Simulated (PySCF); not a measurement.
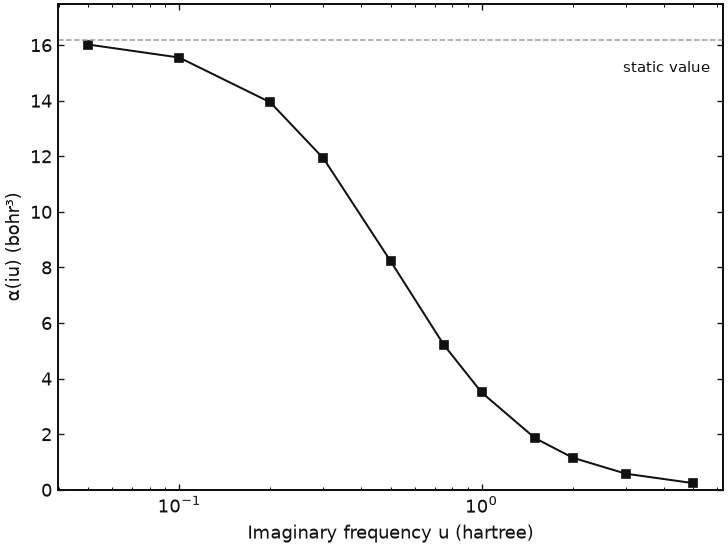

Dipole polarisability at imaginary frequency of Te²⁺ ([Kr] 4d¹⁰ 5s² 5p²). Coupled response at the PBE0 level; PySCF, dyall-av2z, non-relativistic, unrestricted single determinants, no spin-orbit coupling.

Describe the response.

Answer. The static dipole polarisability is 16.2 bohr³; α(iu) falls to half of it near u = 0.51 hartree. The Casimir–Polder integral gives C₆ = 101 hartree bohr⁶ for two such species.
